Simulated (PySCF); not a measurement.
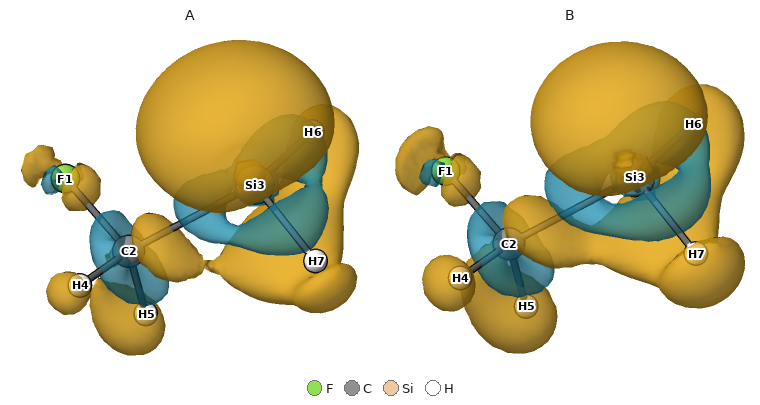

Figure 1: CH4FSi, doublet, SMILES `FC[SiH2]`. The two Fukui functions at ±0.03 e/Å³ (yellow positive, teal negative).

Computed with PySCF, B3LYP/def2-SVP, geometry: GFN2-xTB. No frequency check shows the geometry to be a minimum. GFN2-xTB doesn't know the spin state, so this open-shell geometry is rough.

Input

```python
import numpy as np
from pyscf import gto, scf, dft
from pyscf.scf import atom_ks, atom_hf
from scipy.linalg import block_diag

def solve(mol, dm0=None, hcore=None):
    mf = (dft.UKS if mol.spin else dft.RKS)(mol, xc='b3lyp')
    mf.grids.level = 3
    mf = mf.density_fit(auxbasis='def2-universal-jkfit')
    mf.conv_tol, mf.max_cycle = 1e-8, 80
    if hcore is not None:
        mf.get_hcore = lambda *args: hcore
    mf.kernel(dm0)
    if not mf.converged:
        mf = mf.newton().run(mf.mo_coeff, mf.mo_occ, max_cycle=30)
    assert mf.converged, 'SCF not converged'
    return mf

mol = gto.M(atom='''
F      1.56571     0.41584    -0.07400
C      0.62451    -0.57961     0.10251
Si    -1.14418     0.12830    -0.08780
H      0.85631    -1.35847    -0.62914
H      0.80106    -0.98698     1.10460
H     -1.36921     1.24600     0.81561
H     -2.10804    -0.96160    -0.01088
''', basis='def2-svp', charge=0, spin=1, verbose=4)
mf = solve(mol)
out = dict(e0=mf.e_tot, dm0=mf.make_rdm1(), c=mf.mo_coeff, occ=mf.mo_occ, eps=mf.mo_energy)
for name, dq, spin in [('cation', 1, 0), ('anion', -1, 0)]:
    ion = mol.copy().set(charge=mol.charge + dq, spin=spin).build()
    mi = solve(ion)
    if spin and dq > 0 and mol.nao < 130:
        c, _, stable, _ = mi.stability(return_status=True)
        if not stable:
            mi = solve(ion, mi.make_rdm1(c, mi.mo_occ))
    print(name, 'vertical energy change / eV', (mi.e_tot - mf.e_tot) * 27.211386)
    out.update({'e_' + name: mi.e_tot, 'dm_' + name: mi.make_rdm1(), 's2_' + name: mi.spin_square()[0], 'eps_' + name: mi.mo_energy, 'occ_' + name: mi.mo_occ})
# spherically averaged free atoms, for the promolecule
atm = atom_ks.get_atm_nrks(mol, xc='b3lyp')
pro = block_diag(*[(atm[a[0]][2] * atm[a[0]][3]) @ atm[a[0]][2].T for a in mol._atom])
np.savez('result.npz', pro=pro, **out)
```

Run with:

```sh
OMP_NUM_THREADS=1 python input.py
```

The run took 23 s on 1 thread of Arm Neoverse N1 (shared host), peak memory 0.32 GiB.

Partitions, critical points and surface values were worked out afterwards from this run's density.

Q: Which panel is f⁻ (electron removed) and which f⁺ (electron added)?

A: A is f⁺, B is f⁻. f⁻ (Hirshfeld-condensed) is largest on Si3 (0.57); the vertical ionisation energy is 8.51 eV (to the singlet cation, which needn't be its lowest state). f⁺ (Hirshfeld-condensed) is largest on Si3 (0.62); the vertical electron affinity is 0.32 eV (to the singlet anion, which needn't be its lowest state; the anion's highest orbital has positive energy, so this value and f⁺ depend on the basis).
